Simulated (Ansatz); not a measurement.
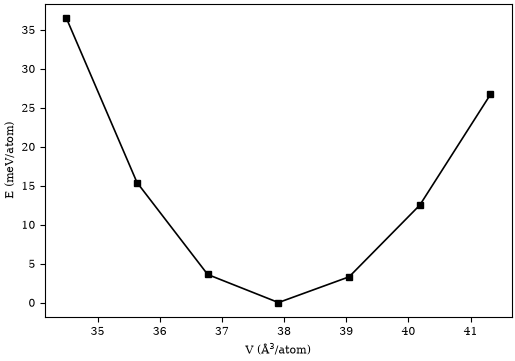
SrTe (rock salt, Fm-3m) under volume change, DFT-PBE in the program Ansatz with PAW potentials, scaled uniformly.

Problem. What does a third-order Birch–Murnaghan fit give for V₀, B₀ and B′?

Solution. V₀ = 37.91 Å³/atom, B₀ = 32.4 GPa, B′ = 4.2.

Symmetry was held in the PBE relaxation. Spin–orbit coupling is left out wherever it is not named.

Potentials: the later of the program's two PAW sets.
